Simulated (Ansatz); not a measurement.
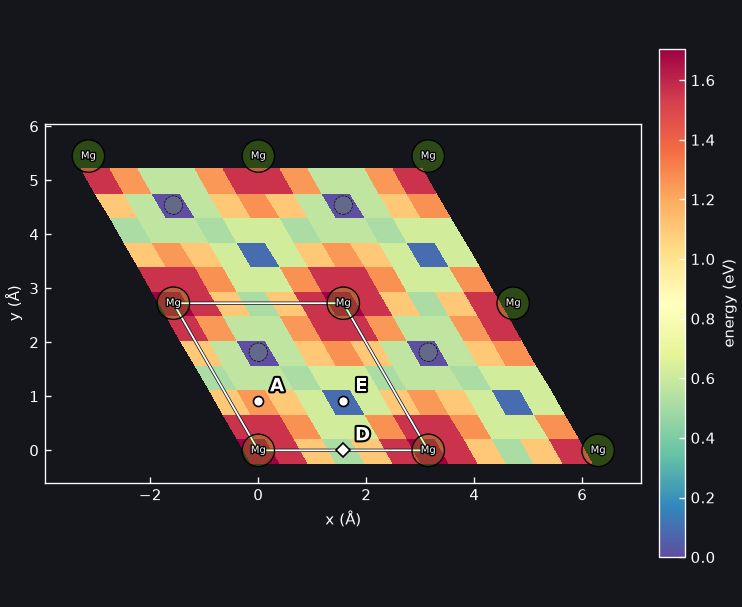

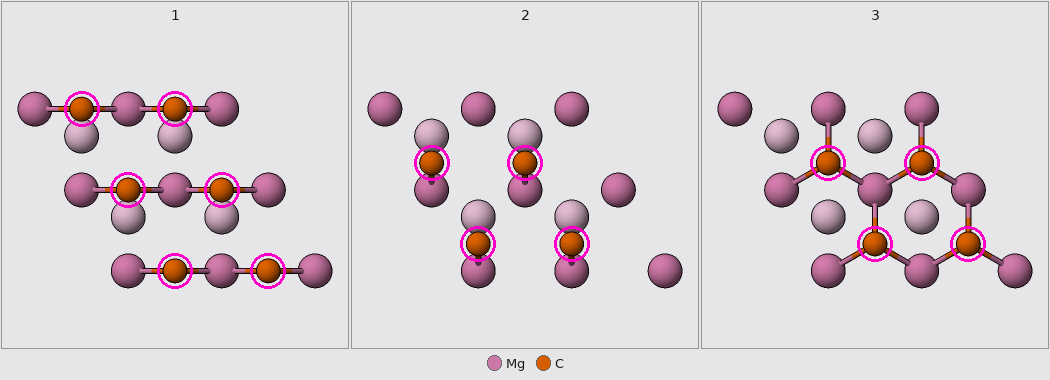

C on a Mg(001) slab cut from the P6_3/mmc phase, its upper half relaxed before the scan (4 atoms of substrate and one adsorbate in a 1 × 1 cell). 
- C is moved over the surface cell; relaxed at each place: the height of the adsorbate's atoms; substrate rigid; the origin of the map has the adsorbate above Mg4.
- Places are given modulo a cell vector. The map is drawn in real space over the plane of the surface.
- The grid has 6 × 6 points; 10 points were computed and 26 follow by symmetry.
- Energies: eV, counted from the lowest grid point.
- With one adsorbate in each 1 × 1 cell, its nearest image is 3.1 Å away, so neighbouring adsorbates interact.
- All numbers below come from DFT LDA, scalar-relativistic, plane waves, PAW in Ansatz 0.2.0. Settings: cutoff 420 eV, k-mesh 9×9×1, gaussian smearing 0.1 eV, no spin polarisation.

In the figure: one coloured cell a grid point, labelled circles for the atoms of the top layer and small ones for the second layer, the outline of one cell of the 2 × 2 shown, lettered points. The numbered pictures are the structures at these points, in random order. Rings mark the moved atoms.

**Which structure belongs to which point?**

A is structure 2: (1/6, 2/6) of the cell vectors [nearest 1 Mg at 2.06 Å], 1.25 eV; D is structure 1: a bridge site between two Mg atoms, (3/6, 0/6) of the cell vectors, 0.51 eV; E is structure 3: a threefold hollow, (4/6, 2/6) of the cell vectors, 0.09 eV.
